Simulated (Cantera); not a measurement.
Input: 1 mol Ta2O5, 88 mol H2, equilibrated at 675 Torr.

Cantera equilibrium calculation (NASA polynomials, part measured and part estimated; ideal gas, pure solids and liquids). Candidate condensed phases: H2O, Ta, Ta2O5; 12 gas species. Mutual solubility and eutectic melting of coexisting phases are not modelled. Condensed phases not in the tables: N, O or C dissolved in the metal. Equilibrium is a limit: real reactors are often held back by kinetics, nucleation or transport.

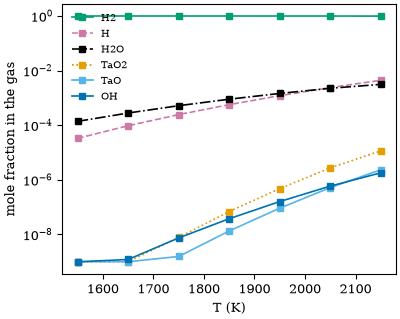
Figure: Equilibrium gas composition (values under 1e-9 drawn at 1e-9)

Task: Read off the mole fractions at 2150 K.

Result: H2 about 0.99, H about 0.0044, H2O about 0.0031, TaO2 about 1.2e-5, TaO about 2.3e-6, OH about 1.8e-6.
